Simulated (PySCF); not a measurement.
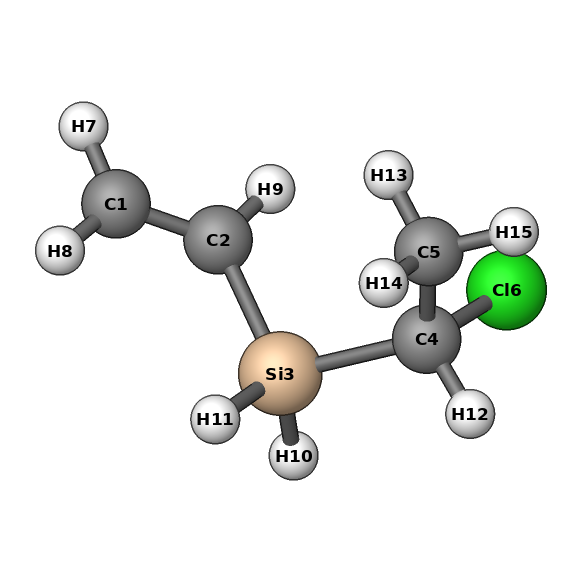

Every bond is drawn as one stick. The geometry was computed by an optimisation with GFN2-xTB. No frequency run is at hand to confirm it as a minimum. Level of theory: PBE0/pcSseg-1 (PySCF 2.14.0).

List the Mayer bond orders of C1–C2, C1–H7, C1–H8, C2–Si3, C2–H9, Si3–C4, Si3–H10, Si3–H11, C4–C5, C4–Cl6, C4–H12, C5–H13, C5–H14, C5–H15.

```
   bond  Mayer order  length (Å)
  C1–C2         1.99       1.324
  C1–H7         0.95       1.080
  C1–H8         0.96       1.078
 C2–Si3         0.90       1.880
  C2–H9         0.94       1.084
 Si3–C4         0.83       1.921
Si3–H10         0.95       1.464
Si3–H11         0.94       1.468
  C4–C5         1.01       1.515
 C4–Cl6         0.96       1.799
 C4–H12         0.93       1.091
 C5–H13         0.96       1.088
 C5–H14         0.95       1.089
 C5–H15         0.96       1.089
```

The geometry is semi-empirical. Around Si such bond lengths and angles can be off by a tenth of an ångström or more and by several degrees, and values that hang on the shape move with them.
